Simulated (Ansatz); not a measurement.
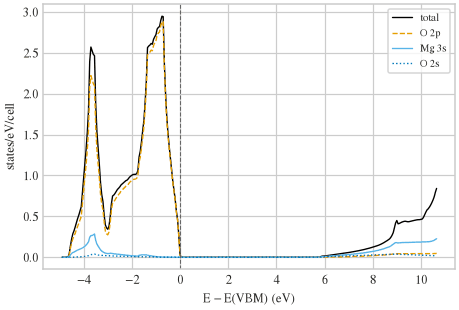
Figure. Total and projected density of states of MgO (rock salt, space group No. 225), r²SCAN in the plane-wave PAW code Ansatz

Task: Which orbitals carry the states next to the gap?

Result: Top 1 eV of the valence band: O 2p 98 %. Bottom 1 eV of the conduction band: Mg 3s 57 %, O 2s 35 %, O 2p 7 %. Projections are on Löwdin-orthogonalised atomic valence shells; empty p or d shells of many metals are not among them.

Task: Where is the tallest occupied peak in this window, and what makes it?

Result: Near -0.8 eV, about 2.9 states/eV per cell; the largest projected share is O 2p.

Space group Fm-3m (rock salt). The cell was relaxed with r²SCAN under the symmetry of its start. The volume moved by -16 % from the start of the relaxation.

Potentials: the later of the program's two PAW sets.
